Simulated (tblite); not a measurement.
Run report: C₃H₁₁OSi₃, frequency calculation

C₃H₁₁OSi₃, multiplicity 2, computed with GFN2-xTB harmonic vibrations, gas phase (tblite 0.8.0).

It belongs to a series of runs on one base structure; here: H removed from sp3 C.

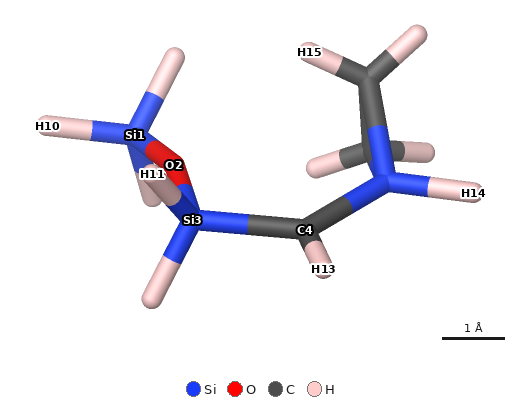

*The structure (stick view, seen at a tilt; atoms are numbered from 1 in the order of the input).*

Bond lengths as drawn: C–C 1.49 Å, C–H 1.08 Å, C–Si 1.80 to 1.93 Å, H–Si 1.46 to 1.47 Å and O–Si 1.61 to 1.63 Å.

Input file:
```
{"job": {"kind": "ir", "xc": "GFN2-xTB", "basis": "xTB"}, "charge": 0, "multiplicity": 2}
Si     2.374645     0.963504     0.179739
O      1.554276    -0.291843    -0.398011
Si     1.075621    -1.828158    -0.669709
C     -0.782901    -1.902265    -0.591436
Si    -1.982285    -0.566848    -0.440343
C     -1.521928     1.214790    -1.025109
C     -1.519886     1.079844     0.457134
H      2.176376     1.017312     1.630476
H      1.801381     2.135507    -0.483072
H      3.789797     0.797577    -0.148410
H      1.632617    -2.146425    -1.993245
H      1.721953    -2.660611     0.356055
H     -1.197190    -2.896608    -0.688244
H     -3.428925    -0.765384    -0.439522
H     -0.561013     1.319290    -1.501895
H     -2.290957     1.829542    -1.469265
H     -0.558357     1.105839     0.944044
H     -2.291985     1.601256     1.004399
```

The first line tells a small driver script what to run in tblite; the rest is the geometry in Å.

Launched with:
```bash
OMP_NUM_THREADS=1 python <driver script> task.json out
```

What the program printed:
```
mode    cm-1     km/mol
  1      32.6      0.14
  2      56.3      1.69
  3      71.8      0.80
  4      85.0      0.16
  5      90.8      0.13
  6     104.6      1.31
  7     138.1      6.54
  8     167.6      4.55
  9     315.4     15.99
 10     444.4     18.99
 11     480.9      5.20
 12     509.5    143.43
 13     537.2     14.93
 14     568.6      8.69
 15     573.2      7.20
 16     596.3     20.19
 17     607.2     28.30
 18     622.6     81.84
 19     635.4     79.68
 20     683.0     13.91
 21     724.4      1.99
 22     737.5    232.65
 23     761.4    414.48
 24     786.2    260.88
 25     792.0    129.59
 26     801.2    496.95
 27     838.3    141.70
 28     841.9     60.32
 29     957.4     79.26
 30     977.4     32.03
 31    1000.8     46.96
 32    1098.9    448.96
 33    1140.2    119.98
 34    1170.0      6.00
 35    1170.4     98.16
 36    1407.7      0.01
 37    1446.0      2.02
 38    2140.2    380.97
 39    2179.1    266.91
 40    2226.4    409.64
 41    2243.3    377.53
 42    2266.1    200.13
 43    2276.1    301.26
 44    3043.6     36.99
 45    3060.1     20.70
 46    3068.1     22.52
 47    3098.6      6.34
 48    3113.3     40.47
```

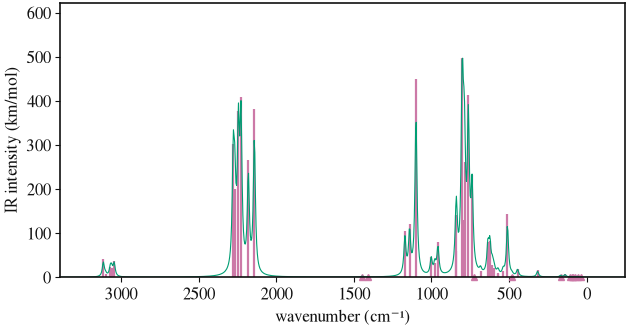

*Harmonic infrared spectrum, unscaled: sticks (degenerate modes added up, dark ones marked on the axis) with a Lorentzian envelope of 16 cm⁻¹ full width, scaled to the tallest stick.*

48 modes from 33 to 3113 cm⁻¹, none imaginary. The strongest line is at 801 cm⁻¹ (497 km/mol).

Summary:

```tsv
quantity	value
outcome	converged
total energy	−578.8186 eV
zero-point energy	75.3200 kcal/mol
hardware	1 CPU thread, shared host
wall time	3 s
peak memory	0.18 GiB
```
